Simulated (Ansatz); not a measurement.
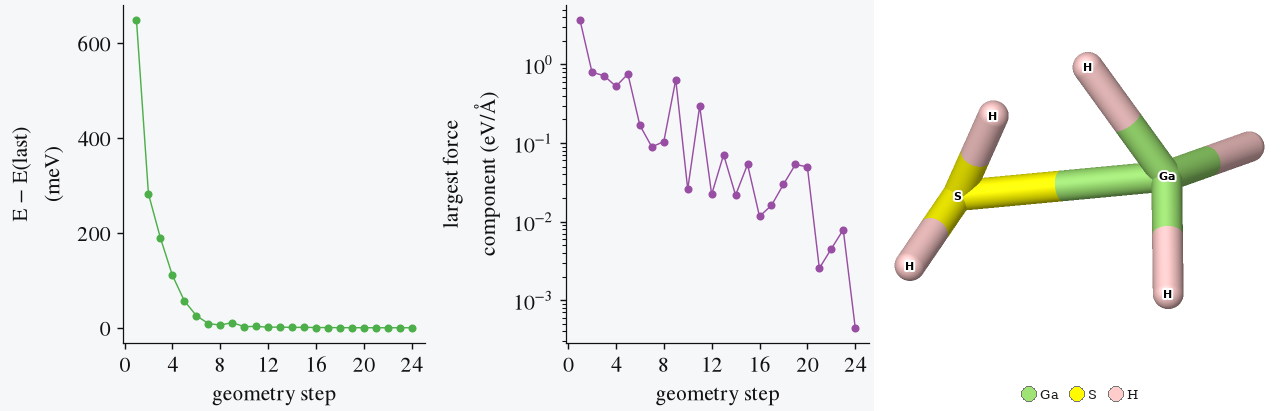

Beside the plot: the molecule at the start.

History of a geometry optimisation.

```
crystal:
  periodic: [false, false, false]
  atoms:
    - {symbol: Ga, position_ang: [-0.296603, -0.914260, 0.374188]}
    - {symbol: S, position_ang: [-0.073369, 1.342426, -0.948746]}
    - {symbol: H, position_ang: [-1.254567, -1.679219, -0.627854]}
    - {symbol: H, position_ang: [-0.617689, -0.412235, 1.843835]}
    - {symbol: H, position_ang: [0.804261, 0.454615, -0.714333]}
    - {symbol: H, position_ang: [1.198499, -0.833252, -0.081590]}
    - {symbol: H, position_ang: [0.239569, 2.041825, 0.154499]}
basis:
  gaussian: {orbitals: def2-TZVP}
hamiltonian: {xc: pbe0, dispersion: d4}
relax: {f_tol: 0.005, max_steps: 200}
```

Command:
```bash
ansatz run in.yaml --threads 2 --pin off --events-out ev --progress --plain --max-ram 4352MiB
```

**How did it end, and what did it gain?**

The optimisation met its thresholds at geometry 24, counting the start as the first. The energy fell by about 650 meV from the first step to the last, with a rise at step 9. The largest force component goes from about 3.6 eV/Å at the start to 4 × 10⁻⁴ eV/Å at the end.
